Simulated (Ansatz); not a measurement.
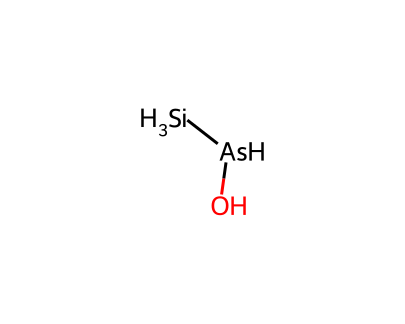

Skeletal drawing of a molecule.

Question: Give its SMILES.

Answer: O[AsH][SiH3]

Question: Give the formula, hydrogens included.

Answer: AsH5OSi.

Question: An optimisation with PBE0-D4/def2-TZVP gave a structure of which point group?

Answer: C1.

More results for the same structure follow; atom numbers are the same in all pictures, views and colours differ. Computed geometry: PBE0-D4/def2-TZVP optimisation.

**Shape**

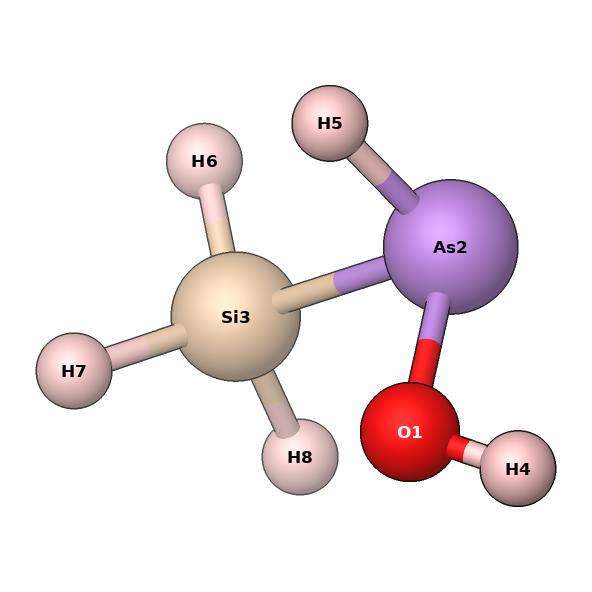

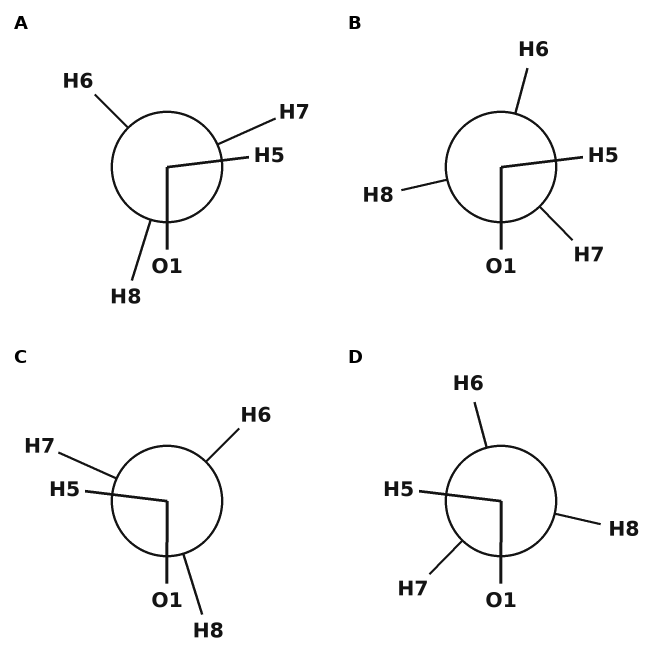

Depth is shown by fading: the farther an atom, the more it takes the colour of the background. Bonds that would overlap in a projection are set slightly apart.

Question: Which Newman projection shows the view along As2–Si3, with As2 in front?

Answer: D. The torsion angle O1–As2–Si3–H6 is 165°, antiperiplanar (anti).

**Vibrations**

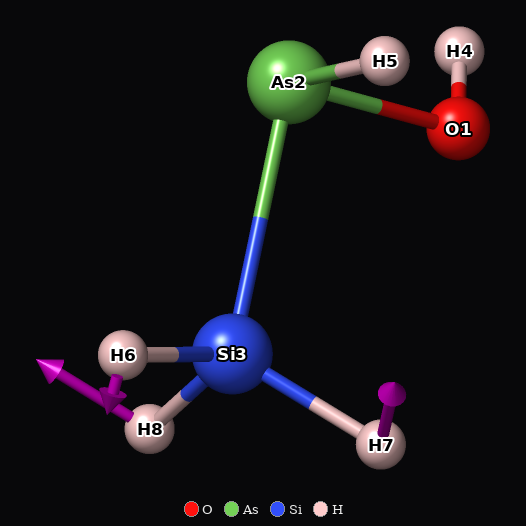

The arrows show one normal mode. Harmonic vibrations computed with RKS PBE0-D4/def2-TZVP (Ansatz 0.2.0) at a stationary point of the same level.

Question: What kind of motion is it?

Answer: Mostly H–Si–H bending.

Question: Estimate its harmonic wavenumber.

Answer: 943 cm⁻¹; it is mode 12 of 18 counted from the lowest.

**Levels of theory compared**

Program: Ansatz 0.2.0.

Compare HOMO energy (eV), dipole (D), HOMO–LUMO gap (eV) at these levels: B3LYP-D4/def2-TZVPP; PBE-D4/def2-TZVPP; r2SCAN-D4/def2-TZVPP; ωB97M-V/def2-TZVPP.

```tsv
level	HOMO energy (eV)	dipole (D)	HOMO–LUMO gap (eV)
B3LYP-D4/def2-TZVPP	−7.00	1.04	5.95
PBE-D4/def2-TZVPP	−6.10	0.98	4.39
r2SCAN-D4/def2-TZVPP	−6.35	0.90	4.88
ωB97M-V/def2-TZVPP	−9.27	1.01	10.33
```

**Charges**

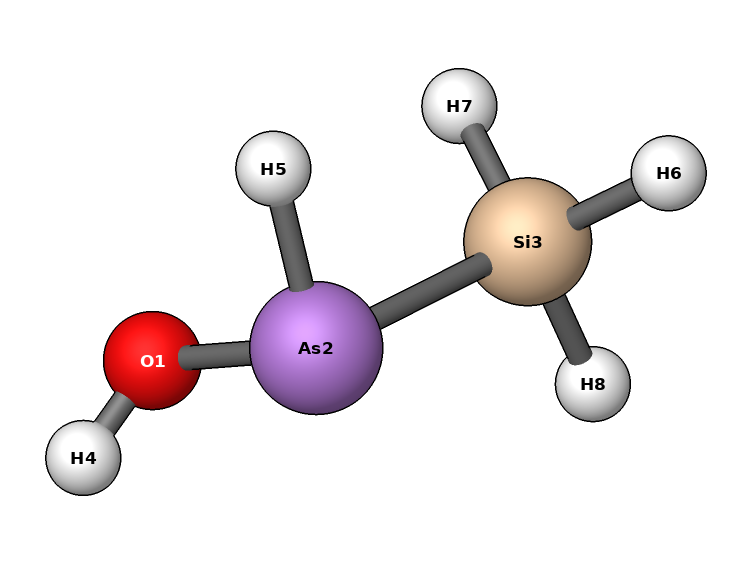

The questions are on Mulliken charges. Level of theory: RKS ωB97M-V/def2-TZVPP (Ansatz 0.2.0).

Question: Which atom carries the highest charge (most positive or least negative)?

Answer: H4 (0.17 e).

Question: And the lowest?

Answer: O1 (−0.42 e).

Give the Mulliken charges atom by atom.

| atom | value (e) |
| --- | --- |
| O1 | −0.42 |
| As2 | 0.15 |
| Si3 | 0.12 |
| H4 | 0.17 |
| H5 | 0.01 |
| H6 | −0.02 |
| H7 | −0.01 |
| H8 | −0.02 |

**Thermal motion**

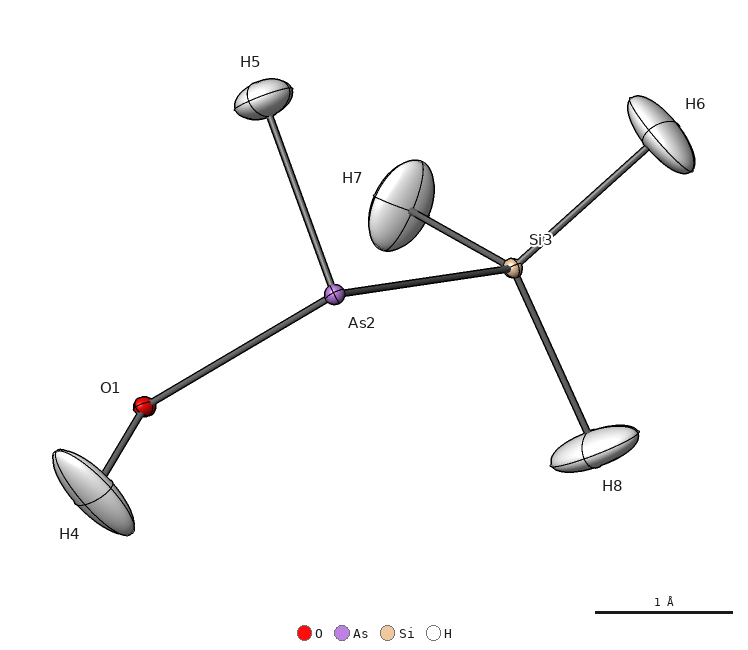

Displacement ellipsoids at the 50 % level, from the internal vibrations of the free molecule (harmonic, no overall translation or rotation; no half-axis is drawn under 0.075 Å). Vibrations computed with RKS PBE0-D4/def2-TZVP (Ansatz 0.2.0). Temperature: 0 K (zero-point motion alone).

List U_eq and the three principal root-mean-square amplitudes for each kind of atom.

```json
{"atom": "O1", "U_eq (Å²)": "0.0023", "rms amplitudes (Å)": "0.031, 0.036, 0.067"}
{"atom": "As2", "U_eq (Å²)": "0.00017", "rms amplitudes (Å)": "0.007, 0.011, 0.019"}
{"atom": "Si3", "U_eq (Å²)": "0.00069", "rms amplitudes (Å)": "0.011, 0.024, 0.037"}
{"atom": "H4", "U_eq (Å²)": "0.0343", "rms amplitudes (Å)": "0.082, 0.135, 0.279"}
{"atom": "H5", "U_eq (Å²)": "0.0187", "rms amplitudes (Å)": "0.088, 0.143, 0.167"}
{"atom": "H6", "U_eq (Å²)": "0.0310", "rms amplitudes (Å)": "0.090, 0.173, 0.234"}
{"atom": "H7", "U_eq (Å²)": "0.0298", "rms amplitudes (Å)": "0.087, 0.170, 0.230"}
{"atom": "H8", "U_eq (Å²)": "0.0298", "rms amplitudes (Å)": "0.086, 0.165, 0.234"}
```

Mulliken values depend strongly on the basis set and can even reverse the polarity of a bond.
